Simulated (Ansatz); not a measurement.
Input file:

```
crystal:
  periodic: [false, false, false]
  atoms:
    - { symbol: C, position_ang: [-0.244, 1.2989, 0.8892] }
    - { symbol: C, position_ang: [-0.345, -0.0988, 0.3555] }
    - { symbol: Si, position_ang: [1.2471, -1.0257, 0.4854] }
    - { symbol: Si, position_ang: [-0.6779, -0.2666, -1.4624] }
    - { symbol: Cl, position_ang: [0.80078, 0.85311, -2.47512] }
    - { symbol: H, position_ang: [0.4383, 1.973, 0.3345] }
    - { symbol: H, position_ang: [0.0069, 1.3702, 1.943] }
    - { symbol: H, position_ang: [-1.23, 1.8498, 0.7727] }
    - { symbol: H, position_ang: [-1.0904, -0.6223, 0.9813] }
    - { symbol: H, position_ang: [2.3407, -0.3762, -0.2906] }
    - { symbol: H, position_ang: [1.1168, -2.4434, 0.1034] }
    - { symbol: H, position_ang: [1.74, -1.0095, 1.9328] }
    - { symbol: H, position_ang: [-0.53474, -1.57311, -2.01533] }
    - { symbol: H, position_ang: [-1.91674, 0.44767, -1.86787] }
basis:
  gaussian: { orbitals: "6-31G" }
hamiltonian:
  xc: hf
relax:
  f_tol: 0.015
  max_steps: 40
output:
  orbitals: {}
```

Command:

```sh
ansatz run input.yaml --threads 1 --pin off --max-ram 2048MiB --backend cpu --events-out ev --progress --plain --runs-dir out
```

The fields are those of the relaxed geometry.

These are results of RHF/6-31G in Ansatz, not measurements.

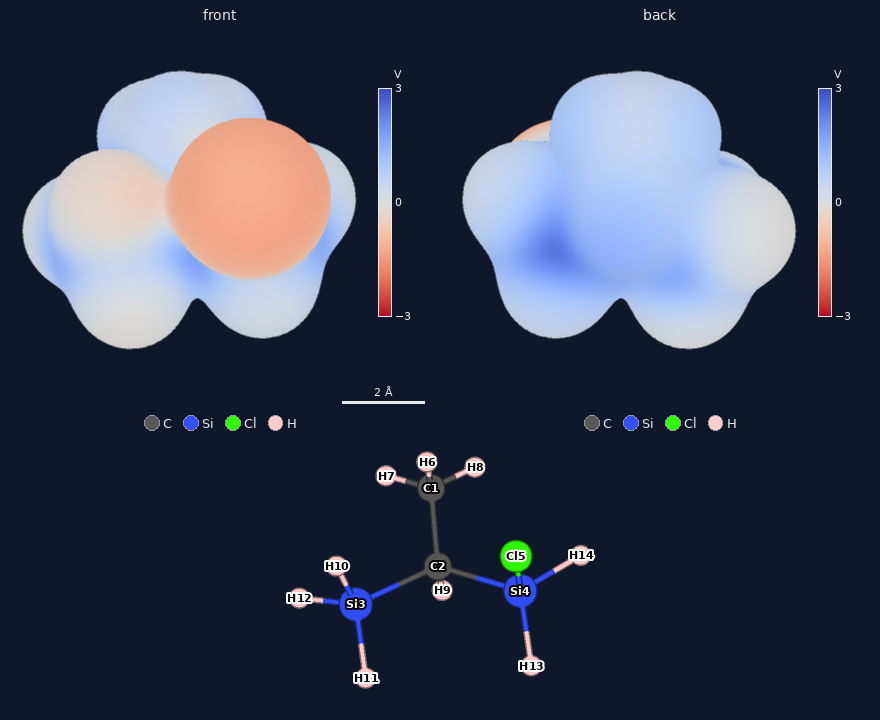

C$_{2}$H$_{9}$ClSi$_{2}$ (SMILES CC([SiH3])[SiH2]Cl). The molecular electrostatic potential painted on the density surface at 0.002 e/bohr³, seen from the front and from behind; the colour scale runs from red (negative) to blue (positive). The bare structure is drawn below in the same view.

Which sites attract a positive test charge, and which a negative one?

A positive charge is drawn to the negative regions and a negative charge to the positive ones. The most negative region (about −1.3 V, or −30 kcal/mol for a unit charge) lies over Cl5, the most positive (about +2.2 V, or +51 kcal/mol for a unit charge) over Si4.
